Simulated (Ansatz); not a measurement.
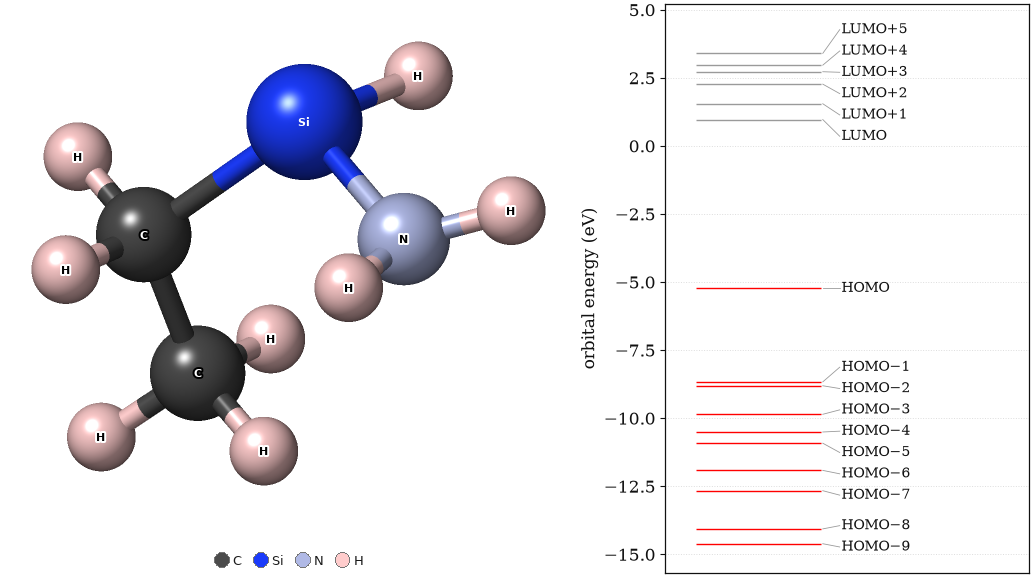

C₂H₈NSi, SMILES CC[SiH]N, doublet. Kohn-Sham orbital energies near the frontier (alpha spin), r2SCAN0/def2-TZVPP in the Ansatz code, at a PBE0-D4/def2-TZVP geometry (a minimum by its frequencies), isolated molecule; empty levels in grey, levels within 0.03 eV side by side.

Q: Where do the highest filled and lowest empty alpha orbitals lie?

A: HOMO at −5.23 eV, LUMO at 0.97 eV, 6.20 eV apart.

Q: How far below the HOMO does the next level lie?

A: 3.44 eV.

Q: And the beta frontier levels?

A: Beta HOMO −8.07 eV, beta LUMO −1.12 eV.

Known limits of this run: one conformer of a flexible molecule; empty levels above zero depend strongly on the basis.
